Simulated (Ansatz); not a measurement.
## Run report: Si3H4, nudged elastic band (part 1 of 2)

- system: Si3H4
- method: RKS PBE0-D4/def2-SVP (Ansatz 0.2.0)

The run did not end well. It belongs to a series of runs on one base structure; here: band between the two ends.

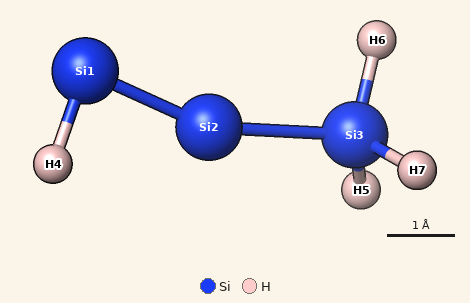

Fig. 1: The input geometry (ball-and-stick view, seen at a tilt; atoms are numbered from 1 in the order of the input). Bond lengths as drawn: H–Si 1.49 to 1.53 Å and Si–Si 2.12 to 2.34 Å.

### Input
```yaml
crystal:
  periodic: [false, false, false]
  atoms:
    - { symbol: Si, position_ang: [-2.720599, -1.203949, -0.133145] }
    - { symbol: Si, position_ang: [-0.703293, -0.538801, -0.178483] }
    - { symbol: Si, position_ang: [1.163671, 0.802687, 0.24539] }
    - { symbol: H, position_ang: [-2.316722, -2.389614, -1.012688] }
    - { symbol: H, position_ang: [1.729138, 1.382557, -1.009492] }
    - { symbol: H, position_ang: [0.617516, 1.893142, 1.113244] }
    - { symbol: H, position_ang: [2.230289, 0.053978, 0.975174] }
basis:
  gaussian: { orbitals: def2-SVP }
hamiltonian:
  xc: pbe0
  dispersion: d4
neb:
  order_check: false
  images: 5
  f_tol: 0.03
  max_iterations: 60
  final_atoms:
    - { symbol: Si, position_ang: [-2.90701384, -1.35693424, -0.17105819] }
    - { symbol: Si, position_ang: [-1.20818146, -0.14795829, 0.18513972] }
    - { symbol: Si, position_ang: [0.99782763, 0.64257271, 0.17828136] }
    - { symbol: H, position_ang: [-1.265146, -1.53441085, -0.70343493] }
    - { symbol: H, position_ang: [1.04820866, 2.01526846, -0.40629072] }
    - { symbol: H, position_ang: [1.80203377, -0.30054807, -0.65426242] }
    - { symbol: H, position_ang: [1.53227125, 0.68201028, 1.57162518] }
  initial_path:
    images:
      - { positions_ang: [[-2.720599, -1.203949, -0.133145], [-0.703293, -0.538801, -0.178483], [1.163671, 0.802687, 0.24539], [-2.316722, -2.389614, -1.012688], [1.729138, 1.382557, -1.009492], [0.617516, 1.893142, 1.113244], [2.230289, 0.053978, 0.975174]] }
      - { positions_ang: [[-2.70003318, -1.13970245, -0.12253839], [-0.67211031, -0.44687063, -0.14749666], [1.22571754, 0.82694637, 0.21250139], [-2.34540489, -2.36261046, -0.95619847], [1.83028776, 1.38818828, -1.02603844], [0.36134118, 1.59882095, 1.0675149], [2.3002019, 0.13522794, 0.97225567]] }
      - { positions_ang: [[-2.67946735, -1.0754559, -0.11193179], [-0.64092762, -0.35494026, -0.11651031], [1.28776408, 0.85120573, 0.17961278], [-2.37408779, -2.33560692, -0.89970894], [1.93143752, 1.39381957, -1.04258488], [0.10516637, 1.30449991, 1.0217858], [2.3701148, 0.21647787, 0.96933734]] }
      - { positions_ang: [[-2.65890153, -1.01120935, -0.10132518], [-0.60974493, -0.26300989, -0.08552397], [1.34981062, 0.8754651, 0.14672417], [-2.40277068, -2.30860338, -0.84321941], [2.03258728, 1.39945085, -1.05913133], [-0.15100845, 1.01017886, 0.9760567], [2.4400277, 0.29772781, 0.96641902]] }
      - { positions_ang: [[-2.74160563, -1.12645098, -0.12456952], [-0.80922378, -0.22465936, 0.00469726], [1.23248295, 0.7978343, 0.15724324], [-2.02356246, -2.05053921, -0.79662458], [1.70446107, 1.60472339, -0.84151779], [0.50000562, 0.57326988, 0.43261699], [2.13744221, 0.42582197, 1.1681544]] }
      - { positions_ang: [[-2.82430974, -1.24169261, -0.14781386], [-1.00870262, -0.18630882, 0.09491849], [1.11515529, 0.72020351, 0.1677623], [-1.64435423, -1.79247503, -0.75002976], [1.37633487, 1.80999592, -0.62390426], [1.1510197, 0.13636091, -0.11082271], [1.83485673, 0.55391612, 1.36988979]] }
      - { positions_ang: [[-2.90701384, -1.35693424, -0.17105819], [-1.20818146, -0.14795829, 0.18513972], [0.99782763, 0.64257271, 0.17828136], [-1.265146, -1.53441085, -0.70343493], [1.04820866, 2.01526846, -0.40629072], [1.80203377, -0.30054807, -0.65426242], [1.53227125, 0.68201028, 1.57162518]] }
```

Machine: 1 thread of Intel Xeon (Sapphire Rapids), 64 GiB of memory available, shared host.

Launch command:
```bash
ansatz run input.yaml --threads 1 --pin off --max-ram 2048MiB --backend cpu --events-out ev --progress --plain --runs-dir out
```

### Log
```
Engine: ansatz 0.2.0, x86_64-unknown-linux-gnu
Functional definition: PBE0
  parameter a = 0.25
  parameter kappa = 0.804
  parameter beta = 0.06672455060314922
  exchange = (1 - a)*pbe_x(kappa = kappa, mu = beta*pi^2/3) + a*exact_x
  correlation = pbe_c(beta = beta)
738 factors; integrals over basis functions are off by at most 2.9e-4 eV
mean field evaluation 1: about -23676.4163 eV, gradient 1.3e1 eV
mean field evaluation 2: about -23674.7455 eV, gradient 2.3e1 eV
mean field evaluation 4: about -23677.1810 eV, gradient 1.1e0 eV
mean field evaluation 8: about -23677.1866 eV, gradient 1.1e-2 eV
mean field -23677.18657850 eV, -870.1205577863 hartree, gradient 6.4e-5 eV, S^2 0.000000; 0 other end points of the search recorded, 0 dependent functions left out
the calculation of the forces begins
reference -23677.18660536 eV, -870.1205587733 hartree; 23, 23 occupied and 51, 51 virtual orbitals, 738 factors
738 factors; integrals over basis functions are off by at most 1.2e-3 eV
mean field evaluation 16: about -23677.4053 eV, gradient 8.8e0 eV
mean field -23677.74180003 eV, -870.1409618014 hartree, gradient 1.8e-5 eV, S^2 0.000000; 0 other end points of the search recorded, 0 dependent functions left out
[... from here on the field's lines of each further geometry are left out, up to the last ...]
NEB iter   1: max|band force component| = 1.325e2 eV/Å  barrier→ = 31.2611 eV  barrier← = 31.8189 eV  Δτ_max = 0.2000 Å  (174 SCF iters)
NEB iter   2: max|band force component| = 6.333e1 eV/Å  barrier→ = 14.5694 eV  barrier← = 15.1273 eV  Δτ_max = 0.2000 Å  (147 SCF iters)
NEB iter   3: max|band force component| = 3.105e1 eV/Å  barrier→ = 6.5542 eV  barrier← = 7.1121 eV  Δτ_max = 0.2000 Å  (147 SCF iters)
NEB iter   4: max|band force component| = 1.565e1 eV/Å  barrier→ = 3.8375 eV  barrier← = 4.3954 eV  Δτ_max = 0.2000 Å  (149 SCF iters)
NEB iter   5: max|band force component| = 7.869e0 eV/Å  barrier→ = 2.8944 eV  barrier← = 3.4523 eV  Δτ_max = 0.2000 Å  (151 SCF iters)
NEB iter   6: max|band force component| = 3.963e0 eV/Å  barrier→ = 2.0656 eV  barrier← = 2.6235 eV  Δτ_max = 0.2000 Å  (145 SCF iters)
NEB iter   7: max|band force component| = 1.165e0 eV/Å  barrier→ = 1.7622 eV  barrier← = 2.3200 eV  Δτ_max = 0.2000 Å  (143 SCF iters)
NEB iter   8: max|band force component| = 8.325e-1 eV/Å  barrier→ = 1.6589 eV  barrier← = 2.2167 eV  Δτ_max = 0.1984 Å  (136 SCF iters)
NEB iter   9: max|band force component| = 7.756e-1 eV/Å  barrier→ = 1.5349 eV  barrier← = 2.0927 eV  Δτ_max = 0.2000 Å  (144 SCF iters)
NEB iter  10: max|band force component| = 9.016e-1 eV/Å  barrier→ = 1.4300 eV  barrier← = 1.9878 eV  Δτ_max = 0.1018 Å  (135 SCF iters)
NEB iter  11: max|band force component| = 4.080e-1 eV/Å  barrier→ = 1.3595 eV  barrier← = 1.9174 eV  CI = image 4  Δτ_max = 0.1997 Å  (140 SCF iters)
NEB iter  12: max|band force component| = 7.444e-1 eV/Å  barrier→ = 1.3972 eV  barrier← = 1.9551 eV  CI = image 4  Δτ_max = 0.1011 Å  (144 SCF iters)
NEB iter  13: max|band force component| = 5.624e-1 eV/Å  barrier→ = 1.3688 eV  barrier← = 1.9267 eV  CI = image 4  Δτ_max = 0.1965 Å  (132 SCF iters)
NEB iter  14: max|band force component| = 5.373e-1 eV/Å  barrier→ = 1.3204 eV  barrier← = 1.8782 eV  CI = image 3  Δτ_max = 0.2000 Å  (142 SCF iters)
NEB iter  15: max|band force component| = 2.964e-1 eV/Å  barrier→ = 1.3183 eV  barrier← = 1.8761 eV  CI = image 3  Δτ_max = 0.2000 Å  (134 SCF iters)
NEB iter  16: max|band force component| = 5.440e-1 eV/Å  barrier→ = 1.4172 eV  barrier← = 1.9750 eV  CI = image 3  Δτ_max = 0.0989 Å  (146 SCF iters)
NEB iter  17: max|band force component| = 2.656e-1 eV/Å  barrier→ = 1.3953 eV  barrier← = 1.9531 eV  CI = image 3  Δτ_max = 0.2000 Å  (136 SCF iters)
NEB iter  18: max|band force component| = 3.648e-1 eV/Å  barrier→ = 1.4334 eV  barrier← = 1.9912 eV  CI = image 3  Δτ_max = 0.1001 Å  (145 SCF iters)
NEB iter  19: max|band force component| = 2.489e-1 eV/Å  barrier→ = 1.4407 eV  barrier← = 1.9986 eV  CI = image 3  Δτ_max = 0.0995 Å  (136 SCF iters)
NEB iter  20: max|band force component| = 2.788e-1 eV/Å  barrier→ = 1.4110 eV  barrier← = 1.9689 eV  CI = image 3  Δτ_max = 0.0499 Å  (128 SCF iters)
NEB iter  21: max|band force component| = 2.192e-1 eV/Å  barrier→ = 1.4039 eV  barrier← = 1.9618 eV  CI = image 3  Δτ_max = 0.0499 Å  (125 SCF iters)
NEB iter  22: max|band force component| = 1.027e-1 eV/Å  barrier→ = 1.3991 eV  barrier← = 1.9569 eV  CI = image 3  Δτ_max = 0.0994 Å  (125 SCF iters)
NEB iter  23: max|band force component| = 1.026e-1 eV/Å  barrier→ = 1.3978 eV  barrier← = 1.9556 eV  CI = image 3  Δτ_max = 0.0993 Å  (132 SCF iters)
NEB iter  24: max|band force component| = 1.384e-1 eV/Å  barrier→ = 1.3962 eV  barrier← = 1.9541 eV  CI = image 3  Δτ_max = 0.0503 Å  (132 SCF iters)
NEB iter  25: max|band force component| = 9.205e-2 eV/Å  barrier→ = 1.3951 eV  barrier← = 1.9530 eV  CI = image 3  Δτ_max = 0.0250 Å  (126 SCF iters)
NEB iter  26: max|band force component| = 9.393e-2 eV/Å  barrier→ = 1.3922 eV  barrier← = 1.9500 eV  CI = image 3  Δτ_max = 0.0251 Å  (126 SCF iters)
NEB iter  27: max|band force component| = 9.952e-2 eV/Å  barrier→ = 1.3899 eV  barrier← = 1.9477 eV  CI = image 3  Δτ_max = 0.0499 Å  (125 SCF iters)
NEB iter  28: max|band force component| = 1.506e-1 eV/Å  barrier→ = 1.3838 eV  barrier← = 1.9416 eV  CI = image 3  Δτ_max = 0.0994 Å  (124 SCF iters)
NEB iter  29: max|band force component| = 2.492e-1 eV/Å  barrier→ = 1.3623 eV  barrier← = 1.9202 eV  CI = image 3  Δτ_max = 0.1944 Å  (134 SCF iters)
NEB iter  30: max|band force component| = 4.856e-1 eV/Å  barrier→ = 1.2986 eV  barrier← = 1.8564 eV  CI = image 3  Δτ_max = 0.0993 Å  (133 SCF iters)
NEB iter  31: max|band force component| = 5.077e-1 eV/Å  barrier→ = 1.2430 eV  barrier← = 1.8009 eV  CI = image 3  Δτ_max = 0.0498 Å  (128 SCF iters)
NEB iter  32: max|band force component| = 5.468e-1 eV/Å  barrier→ = 1.2475 eV  barrier← = 1.8054 eV  CI = image 3  Δτ_max = 0.0505 Å  (125 SCF iters)
NEB iter  33: max|band force component| = 4.613e-1 eV/Å  barrier→ = 1.2878 eV  barrier← = 1.8457 eV  CI = image 3  Δτ_max = 0.1020 Å  (122 SCF iters)
NEB iter  34: max|band force component| = 3.058e-1 eV/Å  barrier→ = 1.3473 eV  barrier← = 1.9051 eV  CI = image 3  Δτ_max = 0.2000 Å  (137 SCF iters)
NEB iter  35: max|band force component| = 4.413e-1 eV/Å  barrier→ = 1.3782 eV  barrier← = 1.9361 eV  CI = image 3  Δτ_max = 0.2000 Å  (135 SCF iters)
NEB iter  36: max|band force component| = 4.827e-1 eV/Å  barrier→ = 1.3471 eV  barrier← = 1.9050 eV  CI = image 3  Δτ_max = 0.2000 Å  (141 SCF iters)
NEB iter  37: max|band force component| = 7.473e-1 eV/Å  barrier→ = 1.3084 eV  barrier← = 1.8663 eV  CI = image 3  Δτ_max = 0.1013 Å  (133 SCF iters)
NEB iter  38: max|band force component| = 9.047e-1 eV/Å  barrier→ = 1.2892 eV  barrier← = 1.8471 eV  CI = image 3  Δτ_max = 0.1995 Å  (126 SCF iters)
NEB iter  39: max|band force component| = 6.769e-1 eV/Å  barrier→ = 1.2378 eV  barrier← = 1.7957 eV  CI = image 3  Δτ_max = 0.1953 Å  (136 SCF iters)
NEB iter  40: max|band force component| = 4.855e-1 eV/Å  barrier→ = 1.2677 eV  barrier← = 1.8255 eV  CI = image 3  Δτ_max = 0.1912 Å  (140 SCF iters)
NEB iter  41: max|band force component| = 2.953e-1 eV/Å  barrier→ = 1.2922 eV  barrier← = 1.8501 eV  CI = image 3  Δτ_max = 0.1947 Å  (134 SCF iters)
NEB iter  42: max|band force component| = 4.326e-1 eV/Å  barrier→ = 1.3552 eV  barrier← = 1.9131 eV  CI = image 3  Δτ_max = 0.0935 Å  (134 SCF iters)
NEB iter  43: max|band force component| = 4.454e-1 eV/Å  barrier→ = 1.3849 eV  barrier← = 1.9428 eV  CI = image 3  Δτ_max = 0.0995 Å  (125 SCF iters)
NEB iter  44: max|band force component| = 5.914e-1 eV/Å  barrier→ = 1.4029 eV  barrier← = 1.9607 eV  CI = image 3  Δτ_max = 0.1005 Å  (128 SCF iters)
NEB iter  45: max|band force component| = 6.485e-1 eV/Å  barrier→ = 1.3780 eV  barrier← = 1.9358 eV  CI = image 3  Δτ_max = 0.1987 Å  (128 SCF iters)
NEB iter  46: max|band force component| = 3.552e-1 eV/Å  barrier→ = 1.3313 eV  barrier← = 1.8891 eV  CI = image 3  Δτ_max = 0.1751 Å  (136 SCF iters)
NEB iter  47: max|band force component| = 1.241e-1 eV/Å  barrier→ = 1.3275 eV  barrier← = 1.8853 eV  CI = image 3  Δτ_max = 0.0602 Å  (131 SCF iters)
NEB iter  48: max|band force component| = 1.077e-1 eV/Å  barrier→ = 1.3214 eV  barrier← = 1.8793 eV  CI = image 3  Δτ_max = 0.0189 Å  (123 SCF iters)
NEB iter  49: max|band force component| = 4.139e-2 eV/Å  barrier→ = 1.3194 eV  barrier← = 1.8772 eV  CI = image 3  Δτ_max = 0.0523 Å  (116 SCF iters)
NEB iter  50: max|band force component| = 4.705e-2 eV/Å  barrier→ = 1.3159 eV  barrier← = 1.8737 eV  CI = image 3  Δτ_max = 0.0261 Å  (126 SCF iters)
NEB iter  51: max|band force component| = 5.241e-2 eV/Å  barrier→ = 1.3143 eV  barrier← = 1.8721 eV  CI = image 3  Δτ_max = 0.0261 Å  (123 SCF iters)
NEB iter  52: max|band force component| = 5.662e-2 eV/Å  barrier→ = 1.3126 eV  barrier← = 1.8705 eV  CI = image 3  Δτ_max = 0.0523 Å  (125 SCF iters)
NEB iter  53: max|band force component| = 4.006e-2 eV/Å  barrier→ = 1.3095 eV  barrier← = 1.8673 eV  CI = image 3  Δτ_max = 0.0524 Å  (128 SCF iters)
NEB iter  54: max|band force component| = 4.195e-2 eV/Å  barrier→ = 1.3066 eV  barrier← = 1.8645 eV  CI = image 3  Δτ_max = 0.0525 Å  (124 SCF iters)
NEB iter  55: max|band force component| = 3.756e-2 eV/Å  barrier→ = 1.3036 eV  barrier← = 1.8614 eV  CI = image 3  Δτ_max = 0.0526 Å  (128 SCF iters)
NEB iter  56: max|band force component| = 1.146e-1 eV/Å  barrier→ = 1.3096 eV  barrier← = 1.8675 eV  CI = image 3  Δτ_max = 0.0262 Å  (122 SCF iters)
NEB iter  57: max|band force component| = 1.382e-1 eV/Å  barrier→ = 1.3104 eV  barrier← = 1.8682 eV  CI = image 3  Δτ_max = 0.0130 Å  (121 SCF iters)
NEB iter  58: max|band force component| = 1.173e-1 eV/Å  barrier→ = 1.3082 eV  barrier← = 1.8660 eV  CI = image 3  Δτ_max = 0.0260 Å  (116 SCF iters)
NEB iter  59: max|band force component| = 7.259e-2 eV/Å  barrier→ = 1.3048 eV  barrier← = 1.8626 eV  CI = image 3  Δτ_max = 0.0523 Å  (124 SCF iters)
the calculation of the forces begins
reference -23676.08043876 eV, -870.0799079006 hartree; 23, 23 occupied and 51, 51 virtual orbitals, 738 factors
these checks for a lower state are left out or cut short: starts, cluster_reference, orbital_swaps, neighbouring_geometries, increment
738 factors; integrals over basis functions are off by at most 1.2e-3 eV
mean field -23677.34877470 eV, -870.1265183866 hartree, gradient 1.8e-5 eV, S^2 0.000000; 0 other end points of the search recorded, 0 dependent functions left out
the calculation of the forces begins
reference -23677.34880039 eV, -870.1265193307 hartree; 23, 23 occupied and 51, 51 virtual orbitals, 738 factors
NEB iter  60: max|band force component| = 3.958e-2 eV/Å  barrier→ = 1.3005 eV  barrier← = 1.8583 eV  CI = image 3  Δτ_max = 0.0640 Å  (122 SCF iters)
```
